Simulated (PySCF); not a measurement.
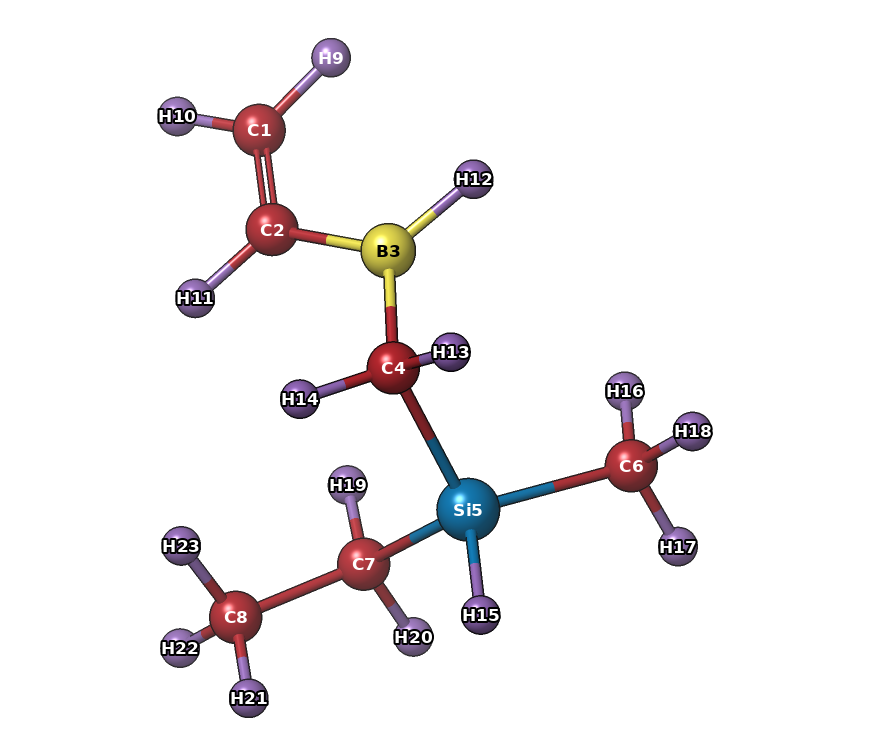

The geometry was computed by an optimisation with GFN2-xTB. No frequency run is at hand to confirm it as a minimum. Electric field gradients from the ground-state density, PBE0/pcSseg-1 (PySCF 2.14.0), non-relativistic apart from any core potentials.

Give the largest field-gradient component, the quadrupole coupling constant and the asymmetry for 11B at B3 (Q = 40.59 mb).

```csv
atom,V_zz (a.u.),e²qQ/h (MHz),η
B3,0.554,5.28,0.03
```

The geometry is semi-empirical. Around B, Si such bond lengths and angles can be off by a tenth of an ångström or more and by several degrees, and values that hang on the shape move with them.
